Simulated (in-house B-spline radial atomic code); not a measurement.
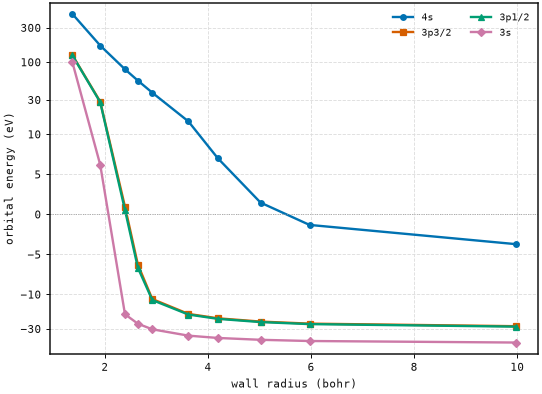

The neutral calcium atom in the configuration [Ar] 4s2. It is put inside a hard spherical wall of varying radius. Computed with an in-house B-spline radial code: Dirac-Coulomb LDA (Slater, VWN5), spherical fractional occupations, Fermi nucleus, hard spherical wall, basis-set limit. The plot shows the outer orbital energies, on a scale that is linear within ±10 eV and logarithmic beyond.

> How do the levels move, and do any cross?

The levels rise as the wall closes in: 4s goes from −3.74 eV at 9.98 bohr to 463.7 eV at 1.37 bohr and passes zero between 5.97 and 5.02 bohr. No two of the levels drawn cross. The fastest to rise is 4s (by 467.5 eV), the slowest 3s (by 145.9 eV): the wall presses hardest on the most extended orbitals.
